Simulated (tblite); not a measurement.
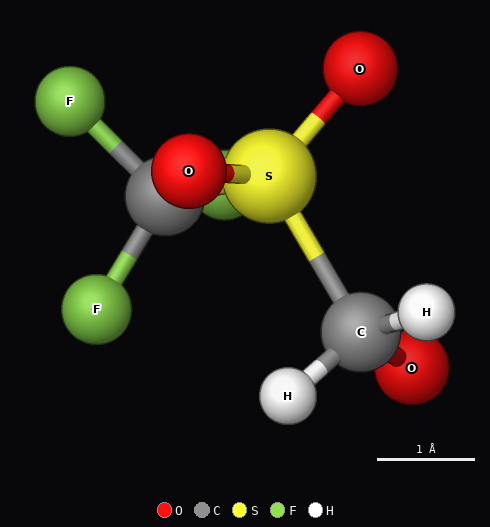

The starting structure (ball-and-stick view, seen at a tilt). Bond lengths as drawn: C–F 1.36 to 1.38 Å, C–H 1.09 to 1.10 Å, C–O 1.34 Å, C–S 1.81 to 1.87 Å and O–S 1.47 to 1.48 Å.

# Geometry relaxation of C$_{2}$H$_{2}$F$_{3}$O$_{3}$S

C$_{2}$H$_{2}$F$_{3}$O$_{3}$S, multiplicity 2, computed with GFN2-xTB geometry optimisation, gas phase (tblite 0.8.0).

It belongs to a series of runs on one base structure; here: X = H replaced by SO2CF3.

**What the program printed**
```
step      E/eV     max force
  0    -946.65759    4.599
  1    -947.26096    1.724
  2    -947.35267    1.372
  3    -947.43424    0.619
  4    -947.46345    0.628
  5    -947.47201    0.212
  6    -947.47666    0.213
  7    -947.48182    0.261
  8    -947.48720    0.242
  9    -947.49271    0.205
 10    -947.49714    0.162
 11    -947.49999    0.156
 12    -947.50139    0.094
 13    -947.50206    0.048
 14    -947.50237    0.039
 15    -947.50251    0.030
 16    -947.50260    0.029
 17    -947.50266    0.024
 18    -947.50271    0.020
 19    -947.50276    0.023
 20    -947.50281    0.028
 21    -947.50287    0.035
 22    -947.50293    0.034
 23    -947.50301    0.026
 24    -947.50311    0.029
 25    -947.50326    0.050
 26    -947.50350    0.076
 27    -947.50385    0.089
 28    -947.50421    0.070
 29    -947.50442    0.033
 30    -947.50452    0.027
 31    -947.50462    0.028
 32    -947.50472    0.037
 33    -947.50487    0.039
 34    -947.50510    0.044
 35    -947.50543    0.055
 36    -947.50584    0.051
 37    -947.50617    0.038
 38    -947.50629    0.027
 39    -947.50634    0.028
 40    -947.50639    0.018
 41    -947.50642    0.026
 42    -947.50647    0.023
 43    -947.50652    0.033
 44    -947.50660    0.033
 45    -947.50666    0.023
 46    -947.50671    0.014
 47    -947.50673    0.013
 48    -947.50674    0.014
 49    -947.50677    0.016
 50    -947.50682    0.028
 51    -947.50691    0.035
 52    -947.50705    0.042
 53    -947.50721    0.041
 54    -947.50738    0.047
 55    -947.50755    0.044
 56    -947.50769    0.033
 57    -947.50778    0.020
 58    -947.50783    0.016
 59    -947.50785    0.023
 60    -947.50786    0.042
 61    -947.50788    0.011
 62    -947.50789    0.009
```

**Trajectory as extended XYZ (Å, eV, eV/Å), 9 of the 63 frames kept, from step=0 to step=62**
```
11
Properties=species:S:1:pos:R:3:forces:R:3 step=0 energy=-946.65759
O    -1.4790   -1.4480   -0.5409    0.5700   3.0630  -0.1700
C    -1.3443   -0.1329   -0.7442   -1.1370  -2.5220  -0.6650
S    -0.1428    0.6681    0.4406   -1.7760   3.2870   1.6040
O     0.1917    1.9786   -0.1528   -0.3020  -2.4670   0.9960
O    -0.7168    0.6723    1.7929    1.3140  -0.2150  -2.2710
C     1.3129   -0.3981    0.3774    3.9800  -2.2670   0.4150
F     2.3991    0.2305    0.9590   -1.6050  -0.3820  -0.5730
F     1.7418   -0.6889   -0.8848   -1.0270   0.4310   1.2470
F     1.2075   -1.5843    1.0529   -0.3480   1.6300  -0.9630
H    -2.2249    0.5136   -0.6186   -0.3210  -0.2100   0.6270
H    -0.9398    0.1920   -1.7074    0.6510  -0.3470  -0.2460
11
Properties=species:S:1:pos:R:3:forces:R:3 step=8 energy=-947.48720
O    -1.4521   -1.3764   -0.5277   -0.0190   0.0890  -0.0650
C    -1.4501   -0.1884   -0.8640   -0.0090  -0.0300  -0.0200
S    -0.1667    0.7122    0.4622   -0.0440  -0.0040  -0.0680
O     0.2234    1.9613   -0.1096    0.1250   0.1190   0.0120
O    -0.6551    0.6774    1.7969    0.0350  -0.0010   0.1770
C     1.3953   -0.4296    0.3988    0.2130  -0.1150   0.0100
F     2.3851    0.2352    0.9649   -0.0260   0.0510   0.0340
F     1.6973   -0.6744   -0.8634   -0.0790   0.0590  -0.0460
F     1.1896   -1.5575    1.0365   -0.0830   0.0140   0.0440
H    -2.2796    0.4911   -0.5655    0.0590  -0.1250  -0.1410
H    -0.8817    0.1517   -1.7550   -0.1710  -0.0550   0.0630
11
Properties=species:S:1:pos:R:3:forces:R:3 step=16 energy=-947.50260
O    -1.4550   -1.3835   -0.5399    0.0170   0.0130  -0.0030
C    -1.4735   -0.2081   -0.8903    0.0000   0.0100  -0.0010
S    -0.1561    0.7281    0.4746   -0.0290   0.0020  -0.0010
O     0.2694    1.9796   -0.0762    0.0140  -0.0080  -0.0020
O    -0.6124    0.6873    1.8254    0.0000   0.0070   0.0050
C     1.4021   -0.4270    0.4061   -0.0020   0.0010  -0.0040
F     2.3906    0.2355    0.9727    0.0050  -0.0010  -0.0030
F     1.6804   -0.6593   -0.8632    0.0120  -0.0030  -0.0040
F     1.1782   -1.5505    1.0440   -0.0130  -0.0010  -0.0030
H    -2.3037    0.4648   -0.5997    0.0000  -0.0190   0.0010
H    -0.9147    0.1359   -1.7795   -0.0050  -0.0020   0.0140
11
Properties=species:S:1:pos:R:3:forces:R:3 step=23 energy=-947.50301
O    -1.4428   -1.3832   -0.5398    0.0140   0.0070   0.0020
C    -1.4721   -0.2071   -0.8884   -0.0060  -0.0030  -0.0080
S    -0.1577    0.7303    0.4767    0.0100  -0.0050  -0.0240
O     0.2763    1.9774   -0.0773   -0.0060   0.0160   0.0030
O    -0.6129    0.6935    1.8282    0.0110   0.0050  -0.0120
C     1.3995   -0.4277    0.4029   -0.0060   0.0020   0.0080
F     2.3881    0.2335    0.9720   -0.0100  -0.0100   0.0080
F     1.6849   -0.6606   -0.8648   -0.0190  -0.0030   0.0120
F     1.1691   -1.5499    1.0413    0.0070  -0.0030  -0.0100
H    -2.3110    0.4555   -0.5991    0.0140  -0.0140   0.0010
H    -0.9160    0.1410   -1.7778   -0.0080   0.0090   0.0190
11
Properties=species:S:1:pos:R:3:forces:R:3 step=31 energy=-947.50462
O    -1.3663   -1.3845   -0.5391    0.0090   0.0030  -0.0060
C    -1.4636   -0.2078   -0.8779    0.0060   0.0050  -0.0110
S    -0.1524    0.7508    0.4669    0.0250  -0.0110   0.0070
O     0.2974    1.9917   -0.0884   -0.0090   0.0000  -0.0040
O    -0.6027    0.7220    1.8199   -0.0180   0.0100   0.0110
C     1.3799   -0.4368    0.3974   -0.0020   0.0020   0.0030
F     2.3666    0.2134    0.9843    0.0000  -0.0190  -0.0080
F     1.6793   -0.6667   -0.8671   -0.0080   0.0110   0.0090
F     1.1330   -1.5598    1.0271   -0.0020   0.0120   0.0010
H    -2.3394    0.4014   -0.5864    0.0130  -0.0030   0.0170
H    -0.9263    0.1791   -1.7626   -0.0150  -0.0090  -0.0180
11
Properties=species:S:1:pos:R:3:forces:R:3 step=39 energy=-947.50634
O    -1.2766   -1.3832   -0.5502   -0.0060  -0.0240  -0.0130
C    -1.4445   -0.2091   -0.8749    0.0010  -0.0010  -0.0020
S    -0.1482    0.7694    0.4650    0.0030   0.0070   0.0000
O     0.3097    2.0014   -0.1028    0.0130   0.0020  -0.0020
O    -0.6087    0.7612    1.8150   -0.0070  -0.0030   0.0000
C     1.3621   -0.4430    0.4002    0.0000   0.0040   0.0000
F     2.3641    0.1759    0.9952   -0.0030   0.0080   0.0000
F     1.6577   -0.6611   -0.8668   -0.0010  -0.0090   0.0040
F     1.0913   -1.5665    1.0180    0.0010   0.0030  -0.0010
H    -2.3401    0.3503   -0.5484   -0.0040   0.0050   0.0170
H    -0.9614    0.2073   -1.7763    0.0030   0.0080  -0.0030
11
Properties=species:S:1:pos:R:3:forces:R:3 step=46 energy=-947.50671
O    -1.2677   -1.3888   -0.5647    0.0020   0.0060  -0.0030
C    -1.4429   -0.2126   -0.8762   -0.0020   0.0020   0.0020
S    -0.1464    0.7734    0.4636   -0.0130  -0.0030  -0.0030
O     0.3192    2.0029   -0.1038   -0.0020  -0.0100   0.0020
O    -0.6129    0.7680    1.8119    0.0090   0.0010  -0.0070
C     1.3594   -0.4425    0.4015    0.0040  -0.0040   0.0010
F     2.3625    0.1750    0.9957    0.0070   0.0060   0.0040
F     1.6539   -0.6637   -0.8649    0.0040  -0.0020  -0.0050
F     1.0852   -1.5647    1.0199    0.0020  -0.0030   0.0130
H    -2.3355    0.3415   -0.5313   -0.0030  -0.0010  -0.0020
H    -0.9692    0.2144   -1.7777   -0.0070   0.0090  -0.0030
11
Properties=species:S:1:pos:R:3:forces:R:3 step=54 energy=-947.50738
O    -1.2483   -1.3880   -0.6036    0.0000   0.0430  -0.0200
C    -1.4489   -0.2071   -0.8828   -0.0080  -0.0090   0.0110
S    -0.1431    0.7668    0.4568   -0.0070   0.0170   0.0110
O     0.3276    1.9910   -0.1175   -0.0030   0.0060  -0.0060
O    -0.6111    0.7731    1.8047   -0.0040  -0.0020   0.0040
C     1.3624   -0.4478    0.4103    0.0070   0.0050   0.0070
F     2.3627    0.1810    0.9973    0.0160   0.0180   0.0050
F     1.6588   -0.6821   -0.8528    0.0020  -0.0320   0.0090
F     1.0916   -1.5600    1.0483   -0.0040  -0.0130  -0.0260
H    -2.3425    0.3239   -0.5030    0.0120  -0.0140  -0.0110
H    -1.0037    0.2518   -1.7839   -0.0110  -0.0190   0.0150
11
Properties=species:S:1:pos:R:3:forces:R:3 step=62 energy=-947.50789
O    -1.1930   -1.3815   -0.6457   -0.0010  -0.0030   0.0020
C    -1.4501   -0.2030   -0.8852   -0.0010   0.0000  -0.0010
S    -0.1375    0.7740    0.4502    0.0000   0.0020  -0.0010
O     0.3447    1.9892   -0.1335   -0.0050   0.0070   0.0030
O    -0.6090    0.7958    1.7972    0.0010   0.0000   0.0000
C     1.3575   -0.4554    0.4169    0.0020   0.0000  -0.0030
F     2.3573    0.1757    1.0038    0.0000  -0.0030   0.0020
F     1.6608   -0.7062   -0.8406    0.0070  -0.0060   0.0000
F     1.0768   -1.5604    1.0629   -0.0020   0.0020   0.0000
H    -2.3540    0.2779   -0.4683    0.0000   0.0010   0.0020
H    -1.0479    0.2965   -1.7837   -0.0020   0.0000  -0.0030
```

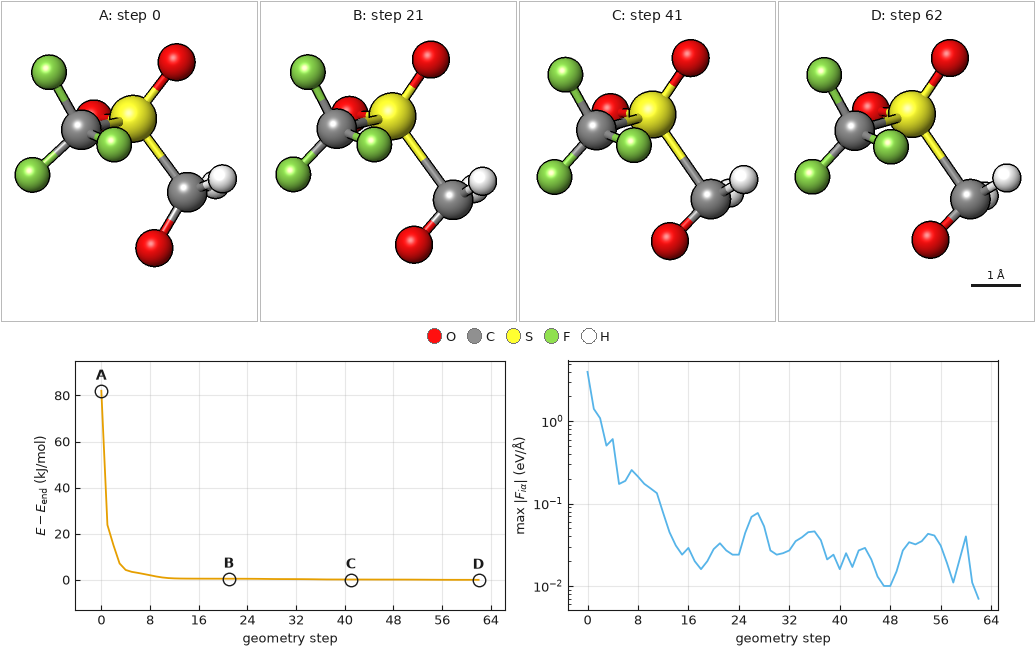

Frames of the relaxation (ball-and-stick view, seen at a tilt) above the curves, on which the letters mark them (steps are counted from 0).

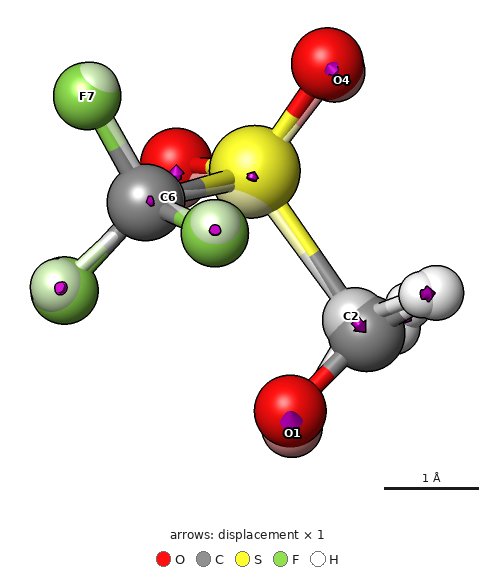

Start (faint) and end (solid) with the displacements as pink arrows, at true length (ball-and-stick view, seen at a tilt). The two geometries are laid on each other by the best rigid fit. The energy falls by 82.0 kJ/mol in 62 geometry steps. The largest force component goes from 4 to 0.007 eV/Å. The largest moves after the best rigid fit, 0.31 Å, are those of O1 and H10. Largest moves by element: H 0.31 Å, O 0.31 Å, C 0.19 Å, F 0.13 Å, S 0.11 Å. Distances before and after: C2–S3 1.868 → 2.112 Å, S3–C6 1.806 → 1.936 Å, O1–C2 1.338 → 1.230 Å, C6–F7 1.383 → 1.320 Å. Among the angles that change: O1–C2–S3 113.0° → 101.0°, H10–C2–H11 102.8° → 114.1°, S3–C2–H10 101.0° → 93.9°. (Atoms are counted from 1 in the order of the input.)

The run was set up as follows.

**Input file**
```
{"job": {"kind": "relax", "xc": "GFN2-xTB", "basis": "xTB"}, "charge": 0, "multiplicity": 2}
O     -1.479000    -1.448000    -0.540900
C     -1.344300    -0.132900    -0.744200
S     -0.142800     0.668100     0.440600
O      0.191700     1.978600    -0.152800
O     -0.716800     0.672300     1.792900
C      1.312900    -0.398100     0.377400
F      2.399100     0.230500     0.959000
F      1.741800    -0.688900    -0.884800
F      1.207500    -1.584300     1.052900
H     -2.224900     0.513600    -0.618600
H     -0.939800     0.192000    -1.707400
```

The first line tells a small driver script what to run in tblite; the rest is the geometry in Å.

Run as:
```bash
OMP_NUM_THREADS=1 python <driver script> task.json out
```

**Summary**

```tsv
quantity	value
outcome	converged
total energy	−947.5079 eV
hardware	1 CPU thread, shared host
peak memory	0.18 GiB
```
